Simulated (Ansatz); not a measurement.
# Convergence study of the k-point mesh for TaN (P31m, 6 atoms in the cell)

```xyz
6
Lattice="5.2345 0.0000 0.0000 -2.6173 4.5332 0.0000 0.0000 0.0000 2.9293" Properties=species:S:1:pos:R:3 pbc="T T T"
Ta     0.0000     0.0000     0.0500
Ta     0.0000     3.0222     1.4647
Ta     2.6173     1.5111     1.4647
N      2.0540     0.0000     0.0000
N      1.5903     2.7544     0.0000
N     -1.0270     1.7788     0.0000
```

Method: PBEsol, default PAW files made with PBE (plane waves; Ansatz, a first-principles code).

Base settings: basis.ecutwfc = 30.9 Ry; kpoints.mp_grid.grid = 7 7 11; hamiltonian.xc = pbesol; hamiltonian.pseudopotentials = {kind: paw} (the program's default PAW files); scf.occupations.method = fermi_dirac; scf.occupations.width = 0.0073 Ry.

The second cell is the first with its lattice scaled by 0.98.

Only quantities that move along the ladder and can be compared are tabulated.

The count of work is k-points × plane waves × bands × iterations; it is no time. Core times come from one kind of shared machine, to one figure; runs under 30 s give none.

The starting cell comes from a database of computed structures (which also holds hypothetical and non-ambient phases and stackings), without a prior relaxation at this level. Its lattice was rescaled by up to half a per cent. One atom was moved a little off its site on purpose. Spin polarisation is off. In the base run, with a pressure of about -10 GPa the cell is away from its equilibrium volume at this level. Ansatz's pressure includes its estimate of the finite-basis (Pulay) stress.

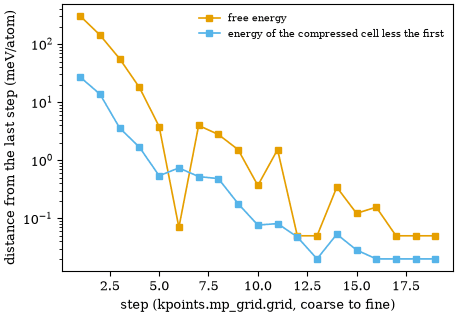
Fig. 1. Distance from the last step along the ladder; very small values are drawn at a floor.

| kpoints.mp_grid.grid | free energy less the last step's (meV/atom) | energy of the compressed cell less the first (meV/atom) | pressure (GPa) | largest difference of a force vector from the last step's (eV/Å) | count of work / last | core time / last (rough) |
|---|---|---|---|---|---|---|
| 1 1 2 | 303.78 | 24.63 | -4.12 | 0.890 | 0.0019 | – |
| 2 2 2 | -143.10 | -16.07 | -13.06 | 0.344 | 0.0038 | – |
| 2 2 3 | 55.78 | 1.26 | -9.31 | 0.332 | 0.0038 | – |
| 3 3 4 | 17.88 | -0.65 | -9.74 | 0.051 | 0.0094 | – |
| 3 3 5 | 3.80 | -1.78 | -9.96 | 0.038 | 0.010 | – |
| 4 4 5 | 0.07 | -1.59 | -9.94 | 0.038 | 0.013 | – |
| 4 4 6 | 3.96 | -1.80 | -9.99 | 0.023 | 0.017 | – |
| 4 4 7 | 2.78 | -1.84 | -9.98 | 0.011 | 0.018 | – |
| 5 5 7 | -1.52 | -2.50 | -10.13 | 0.005 | 0.025 | – |
| 5 5 8 | 0.37 | -2.25 | -10.07 | 0.022 | 0.029 | – |
| 6 6 9 | 1.52 | -2.24 | -10.08 | 0.003 | 0.044 | – |
| 6 6 10 | -0.03 | -2.37 | -10.10 | 0.012 | 0.051 | – |
| 7 7 11 | -0.05 | -2.32 | -10.09 | 0.003 | 0.064 | – |
| 8 8 12 | 0.34 | -2.27 | -10.08 | 0.001 | 0.090 | – |
| 9 9 13 | -0.12 | -2.35 | -10.10 | 0.004 | 0.12 | – |
| 10 10 15 | 0.16 | -2.32 | -10.09 | 0.002 | 0.16 | – |
| 11 11 16 | 0.01 | -2.31 | -10.09 | 0.001 | 0.20 | 0.2 |
| 14 14 22 | 0.03 | -2.31 | -10.09 | 0.001 | 0.42 | 0.4 |
| 16 16 24 | -0.01 | -2.32 | -10.10 | 0.000 | 0.59 | 0.6 |
| 19 19 30 | 0.00 | -2.32 | -10.09 | 0.000 | 1.0 | 1 |

Coarsest kpoints.mp_grid.grid that holds the pressure within 0.5 GPa of the last step, with all finer ones: 3 3 4, at 0.0094 of the last step's count of work; the step before is off by 0.78 GPa.

Coarsest kpoints.mp_grid.grid that holds the energy of the compressed cell less the first within 0.2 meV/atom of the last step, with all finer ones: 5 5 7, at 0.025 of the last step's count of work; the step before is off by 0.48 meV/atom.

Coarsest kpoints.mp_grid.grid that holds the free energy within 5 meV/atom of the last step, with all finer ones: 3 3 5, at 0.010 of the last step's count of work; the step before is off by 18 meV/atom.

The energy difference between the two cells stays within 1 meV/atom of the last step's from 3 3 5 on, the total only from 6 6 10 on: much of the error is common to both cells and cancels.

Keys are those of Ansatz 0.2.
